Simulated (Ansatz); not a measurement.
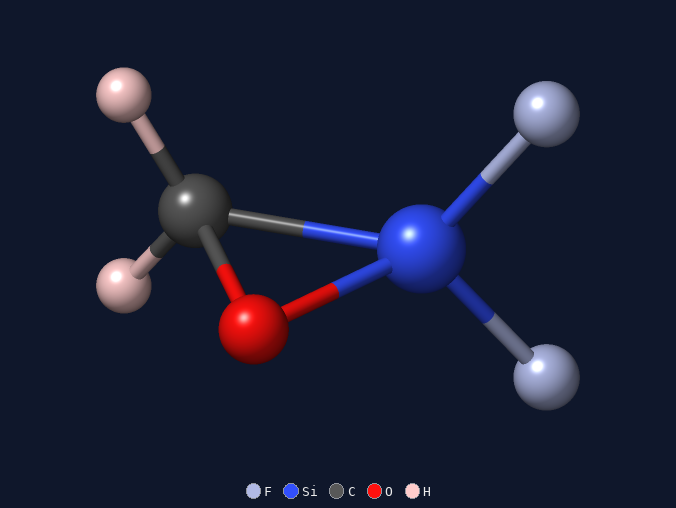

Harmonic vibrations computed with RKS PBE0-D4/def2-TZVP (Ansatz 0.2.0) at a stationary point of the same level.

Is this a minimum or a saddle point?

Answer. A minimum: no imaginary frequency, and the lowest mode lies at 208 cm⁻¹.

List the wavenumbers.

Answer. 15 modes: 208, 278, 320, 340, 634, 753, 800, 860, 999, 1077, 1131, 1164, 1460, 3119, 3202 cm⁻¹.
